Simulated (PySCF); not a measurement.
C6H11OSi (doublet)

```yaml
atoms:
  - { symbol: C, position_ang: [1.1400, 0.1423, -1.4943] }
  - { symbol: C, position_ang: [0.7257, -0.3362, -0.3615] }
  - { symbol: O, position_ang: [1.5600, -0.6938, 0.6749] }
  - { symbol: Si, position_ang: [3.1233, -0.4085, 0.9965] }
  - { symbol: C, position_ang: [-0.7186, -0.5288, -0.0044] }
  - { symbol: C, position_ang: [-1.3455, 0.6157, 0.8240] }
  - { symbol: C, position_ang: [-2.4979, 0.6987, -0.1872] }
  - { symbol: C, position_ang: [-1.7449, -0.2635, -1.1172] }
  - { symbol: H, position_ang: [2.0433, 0.3836, -1.9993] }
  - { symbol: H, position_ang: [3.2262, -1.0990, 2.2727] }
  - { symbol: H, position_ang: [4.0021, -0.9718, -0.0308] }
  - { symbol: H, position_ang: [3.3696, 1.0316, 1.0900] }
  - { symbol: H, position_ang: [-0.8337, -1.4998, 0.4799] }
  - { symbol: H, position_ang: [-1.6233, 0.3600, 1.8439] }
  - { symbol: H, position_ang: [-0.7225, 1.5078, 0.8395] }
  - { symbol: H, position_ang: [-3.4289, 0.2840, 0.1933] }
  - { symbol: H, position_ang: [-2.6939, 1.6881, -0.5939] }
  - { symbol: H, position_ang: [-1.2870, 0.2297, -1.9734] }
  - { symbol: H, position_ang: [-2.3038, -1.1310, -1.4602] }
```

Geometry: GFN2-xTB.

Method: UKS B3LYP, pcH-1 on C H O Si, non-relativistic, mean-field spin-orbit, GIAO in PySCF.

**What can the converged electron density, electron localisation function and spin density tell about the bonding?**

C–C (1.30 Å): ρ is about 2.4 e/Å³ halfway; the ELF peaks at about 0.90 between the atoms; a short, multiple covalent bond.
C–O (1.38 Å): ρ at the midpoint is about 2.1 e/Å³, with its minimum of 1.8 e/Å³ about 0.5 Å from C; the ELF peaks at about 0.85 between the atoms: a shared but strongly polarised pair.
Si–O (1.62 Å): ρ at the midpoint is about 1.2 e/Å³; the ELF peaks at about 0.90 between the atoms, as expected for a short, strongly polar bond.
C–H (1.06 Å): ρ at the midpoint is about 2.1 e/Å³; the ELF climbs to about 1 towards the hydrogen, as it does in any bond to H; an ordinary covalent bond to hydrogen.
The unpaired spin (1 electron) lies mostly on C1 (about 0.8), in electrons by Hirshfeld's partition.

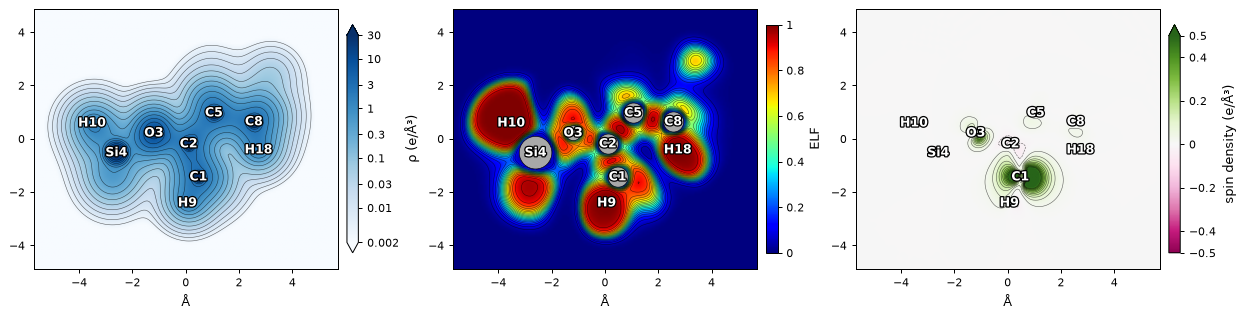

Computed electron density, electron localisation function and spin density on the plane of atoms C2, C5 and C8, in this order. Grey discs cover the atomic cores in the ELF map. 
